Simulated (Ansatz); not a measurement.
# ClGaH₆NSi (charge +1): what the fields show

```yaml
atoms:
  - { symbol: Cl, position_ang: [-0.1270, -0.0380, -0.6889] }
  - { symbol: Ga, position_ang: [-2.5462, 0.1215, 0.7409] }
  - { symbol: N, position_ang: [-3.2707, 0.4981, -1.4457] }
  - { symbol: Si, position_ang: [1.5175, -0.4544, 0.6470] }
  - { symbol: H, position_ang: [-2.8347, 1.3293, -1.8603] }
  - { symbol: H, position_ang: [-4.2846, 0.6362, -1.5170] }
  - { symbol: H, position_ang: [-3.0393, -0.2826, -2.0699] }
  - { symbol: H, position_ang: [2.0725, -1.7449, 0.1880] }
  - { symbol: H, position_ang: [0.8900, -0.5301, 1.9875] }
  - { symbol: H, position_ang: [2.4380, 0.6919, 0.4964] }
```

Geometry: B3LYP-D3(BJ)/def2-SVP.

The calculation used isolated molecule in a Gaussian basis; Kohn-Sham density functional theory, functional PBE0 (Ansatz 0.2.0).

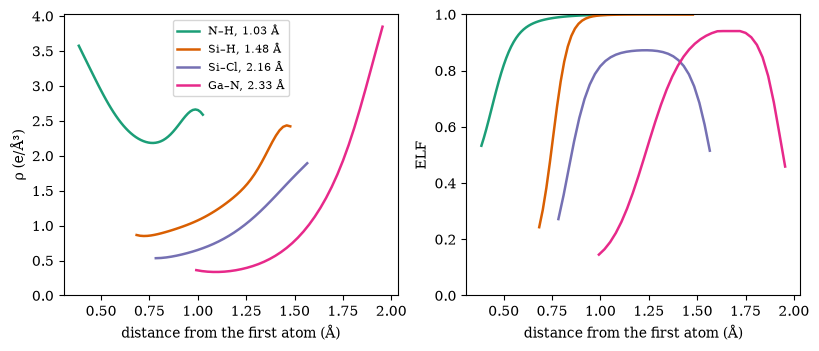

Figure 1. Electron density and electron localisation function along straight lines between neighbouring atoms. The curves leave out the atomic cores.

Q: What can be read from the curves?

A: N–H (1.03 Å): ρ at the midpoint is about 2.9 e/Å³; the ELF climbs to about 1 towards the hydrogen, as it does in any bond to H (an ordinary covalent bond to hydrogen).
Si–H (1.48 Å): ρ at the midpoint is about 0.85 e/Å³; the ELF climbs to about 1 towards the hydrogen.
Si–Cl (2.16 Å): the density is about 0.74 e/Å³ at the midpoint; the ELF peaks at about 0.85 between the atoms: a shared but strongly polarised pair.
Ga–N (2.33 Å): ρ at the midpoint is about 0.35 e/Å³; the ELF peaks at about 0.95 in the valence shell of N, 0.7 Å from its nucleus, and is about 0.35 at the midpoint.

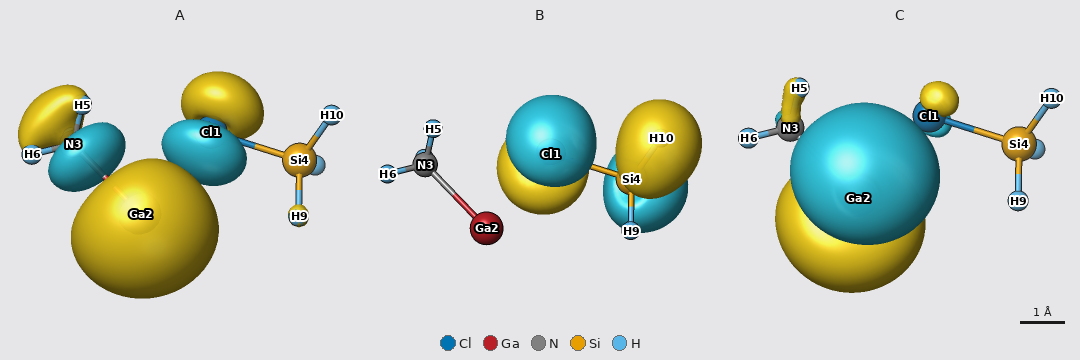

Figure 2. Three frontier orbitals at ±0.08 Å⁻³ᐟ² (yellow and cyan are the two phases), in no order.

Q: Order the three orbitals by energy and name them.

A: B is the HOMO−1 (−13.21 eV). It lies mainly on Cl1 (about 50 %), Si4 (about 20 %), H8 (about 15 %) and H10 (about 15 %). A is the HOMO (−12.14 eV). It lies mainly on Ga2 (about 65 %), N3 (about 15 %) and Cl1 (about 15 %). C is the LUMO (−6.04 eV). By Hirshfeld shares it lies mainly on Ga2 (about 90 %).

Q: What is the HOMO–LUMO gap?

A: 6.10 eV between the orbital energies.
